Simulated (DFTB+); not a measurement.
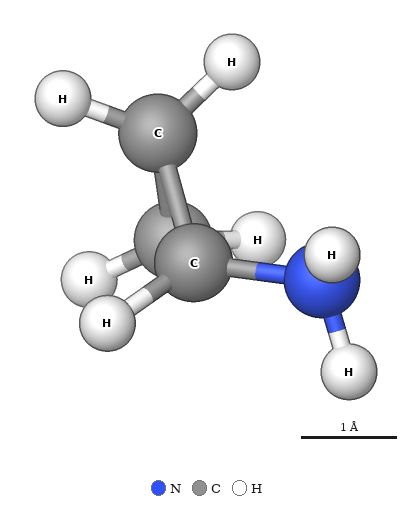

**Figure 1.** The input geometry (ball-and-stick view, seen at a tilt). Bond lengths as drawn: C–C 1.50 Å, C–H 1.08 to 1.25 Å, C–N 1.43 Å and H–N 1.01 Å.

# C₃H₇N: energy and gradient calculation

The run: energy and gradient calculation of C₃H₇N, SMILES NC1CC1. Method and program: DFTB1, R-SCC (DFTB+ 25.1).

A bond length was changed on purpose from its optimised value.

**Input (dftb_in.hsd)**
```
Geometry = GenFormat {
  <<< "mol.gen"
}
Hamiltonian = DFTB {
  SCC = No
  SlaterKosterFiles = Type2FileNames {
    Prefix = "slakos/"
    Separator = ""
    Suffix = ".spl"
    LowerCaseTypeName = Yes
  }
  MaxAngularMomentum = {
    N = "p"
    C = "p"
    H = "s"
  }
  Filling = Fermi {
    Temperature [K] = 300
  }
}
Analysis = {
  PrintForces = Yes
}
Options = {
  WriteResultsTag = Yes
}
InputVersion = 25.1
```

**File mol.gen**
```
11 C
N C H
   1  1     -1.259998      0.810650     -0.451340
   2  2      0.045082      0.377810     -0.049700
   3  2      0.111712     -0.747740      0.932510
   4  2      0.476492     -0.980180     -0.503340
   5  3     -1.235128      1.239130     -1.368250
   6  3     -1.632858      1.492640      0.197360
   7  3      0.954840      1.235920      0.042510
   8  3      0.902162     -0.739260      1.672340
   9  3     -0.836358     -1.145460      1.271420
  10  3      1.518672     -1.132110     -0.754370
  11  3     -0.231498     -1.530880     -1.109440
```

Launched with:
```bash
dftb+ > dftb.out
```

**What the program printed**
```
|  DFTB+ development version (commit: a23bfb2)

Reading input file 'dftb_in.hsd'
Parser version: 14

--------------------------------------------------------------------------------
Reading SK-files:
./slakos/nn.spl
./slakos/nc.spl
./slakos/nh.spl
./slakos/cc.spl
./slakos/ch.spl
./slakos/hh.spl
Done.

Processed input in HSD format written to 'dftb_pin.hsd'

Starting initialization...
--------------------------------------------------------------------------------
OpenMP threads:              1
Chosen random seed:          303118616
Current stacksize:           unlimited
Mode:                        Static calculation
Self consistent charges:     No
Spin polarisation:           No
Nr. of up electrons:            12.000000
Nr. of down electrons:          12.000000
Periodic boundaries:         No
Electronic solver:           Relatively robust
Electronic temperature:              0.950045E-03 H      0.258520E-01 eV
Included shells:             N:  s, p
                             C:  s, p
                             H:  s
Extra options:
                             Mulliken analysis
                             Force calculation
Force type                   original

--------------------------------------------------------------------------------

***  Geometry step: 0

Total Energy:                      -10.1069767810 H         -275.0248 eV
Extrapolated to 0K:                -10.1069767810 H         -275.0248 eV
Total Mermin free energy:          -10.1069767810 H         -275.0248 eV
Force related energy:              -10.1069767810 H         -275.0248 eV

--------------------------------------------------------------------------------
--------------------------------------------------------------------------------
--------------------------------------------------------------------------------
Missing                                +       0.00 (100.0%)       0.00 (100.0%)
Total                                  =       0.00 (100.0%)       0.00 (100.0%)
--------------------------------------------------------------------------------
```

**File detailed.out**
```
Fermi distribution function

 Total charge:    -0.00000000

 Atomic gross charges (e)
 Atom           Charge
    1      -0.51011948
    2       0.06027968
    3      -0.22132850
    4      -0.22133022
    5       0.21932384
    6       0.21932323
    7       0.03553537
    8       0.10527816
    9       0.10388024
   10       0.10527768
   11       0.10387999

Nr. of electrons (up):     24.00000000
Atom populations (up)
 Atom       Population
    1       5.51011948
    2       3.93972032
    3       4.22132850
    4       4.22133022
    5       0.78067616
    6       0.78067677
    7       0.96446463
    8       0.89472184
    9       0.89611976
   10       0.89472232
   11       0.89612001

l-shell populations (up)
 Atom Sh.   l       Population
    1   1   0       1.46174223
    1   2   1       4.04837725
    2   1   0       1.17562729
    2   2   1       2.76409303
    3   1   0       1.23934723
    3   2   1       2.98198127
    4   1   0       1.23934773
    4   2   1       2.98198250
    5   1   0       0.78067616
    6   1   0       0.78067677
    7   1   0       0.96446463
    8   1   0       0.89472184
    9   1   0       0.89611976
   10   1   0       0.89472232
   11   1   0       0.89612001

Orbital populations (up)
 Atom Sh.   l   m       Population  Label
    1   1   0   0       1.46174223  s
    1   2   1  -1       1.58715196  p_y
    1   2   1   0       1.13478193  p_z
    1   2   1   1       1.32644335  p_x
    2   1   0   0       1.17562729  s
    2   2   1  -1       0.82690104  p_y
    2   2   1   0       1.07926877  p_z
    2   2   1   1       0.85792322  p_x
    3   1   0   0       1.23934723  s
    3   2   1  -1       1.10228219  p_y
    3   2   1   0       0.87995822  p_z
    3   2   1   1       0.99974086  p_x
    4   1   0   0       1.23934773  s
    4   2   1  -1       1.03038156  p_y
    4   2   1   0       0.97417229  p_z
    4   2   1   1       0.97742864  p_x
    5   1   0   0       0.78067616  s
    6   1   0   0       0.78067677  s
    7   1   0   0       0.96446463  s
    8   1   0   0       0.89472184  s
    9   1   0   0       0.89611976  s
   10   1   0   0       0.89472232  s
   11   1   0   0       0.89612001  s

Fermi level:                        -0.0679045395 H           -1.8478 eV
Band energy:                       -10.4116228835 H         -283.3147 eV
TS:                                  0.0000000000 H            0.0000 eV
Band free energy (E-TS):           -10.4116228835 H         -283.3147 eV
Extrapolated E(0K):                -10.4116228835 H         -283.3147 eV
Output electrons (q):     24.0000000000

Energy H0:                         -10.4116228835 H         -283.3147 eV
Total Electronic energy:           -10.4116228835 H         -283.3147 eV
Repulsive energy:                    0.3046461026 H            8.2898 eV
Total energy:                      -10.1069767810 H         -275.0248 eV
Extrapolated to 0:                 -10.1069767810 H         -275.0248 eV
Total Mermin free energy:          -10.1069767810 H         -275.0248 eV
Force related energy:              -10.1069767810 H         -275.0248 eV

Non-constrained calculation

Non-SCC calculation

Total Forces
    1      0.010991271021     -0.010523562935      0.004501510007
    2      0.038015231178      0.028053135972      0.005114290541
    3      0.001055304765      0.003745089679     -0.008716565972
    4     -0.002845570199      0.006231821443      0.006646224932
    5     -0.001317110155      0.006288167765     -0.017798314233
    6     -0.008977107344      0.011167976697      0.012352884652
    7     -0.039625143670     -0.033088071690     -0.004710285358
    8      0.005908042667     -0.000569915831      0.004802342338
    9     -0.006363809512     -0.004215390249      0.003620427048
   10      0.007401145145     -0.001521900767     -0.001081238343
   11     -0.004242253896     -0.005567350083     -0.004731275613

Maximal derivative component:        0.396251E-01 au

Dipole moment:    0.12117858    0.30181475   -0.01808375 au
Dipole moment:    0.30800525    0.76713663   -0.04596431 Debye
```

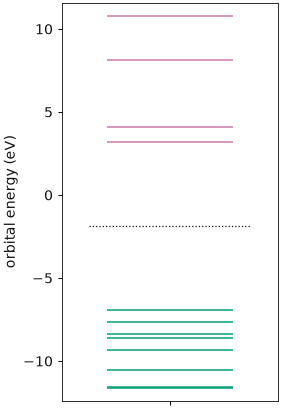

**Figure 2.** Orbital energies near the frontier; the dotted line parts filled from empty levels, and levels within 0.02 eV of each other stand side by side. Highest filled −6.90 eV, lowest empty 3.20 eV, 10.10 eV apart.

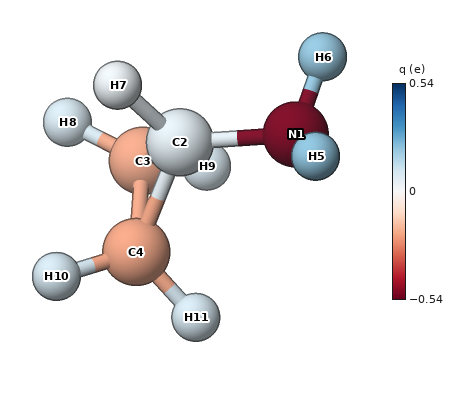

**Figure 3.** Mulliken charges, as the colour of each atom (ball-and-stick view, seen at a tilt; atoms are numbered from 1 in the order of the input). By element: N −0.51, C −0.22 to +0.06 and H +0.04 to +0.22 e.

**Key numbers**

```csv
quantity,value
outcome,converged
total energy,−10.106977 hartree
basis functions,23
largest force,2.666 eV/Å
HOMO,−6.90 eV
LUMO,3.20 eV
dipole moment,0.83 D
hardware,"1 thread of Intel Xeon @ 2.90GHz (Ice Lake), 64 GiB of memory available, shared host"
peak memory,0.068 GiB
```
